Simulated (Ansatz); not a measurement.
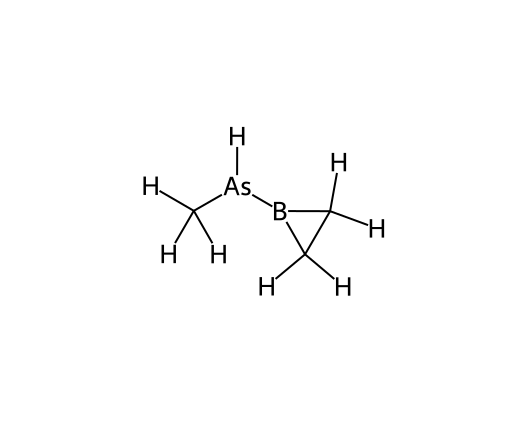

The computed structure is the end point of a PBE0-D4/def2-TZVP optimisation. No frequency run is at hand to confirm it as a minimum. Program: Ansatz 0.2.0.

Tabulate HOMO–LUMO gap (eV), HOMO energy (eV), dipole (D) at these levels: B3LYP-D4/def2-TZVPP; PBE-D4/def2-TZVPP; r2SCAN-D4/def2-TZVPP; ωB97M-V/def2-TZVPP.

```
               level  HOMO–LUMO gap (eV)  HOMO energy (eV)  dipole (D)
 B3LYP-D4/def2-TZVPP                5.20             −6.64        0.94
   PBE-D4/def2-TZVPP                3.61             −5.78        0.95
r2SCAN-D4/def2-TZVPP                4.12             −6.00        1.03
  ωB97M-V/def2-TZVPP                9.63             −8.94        0.96
```
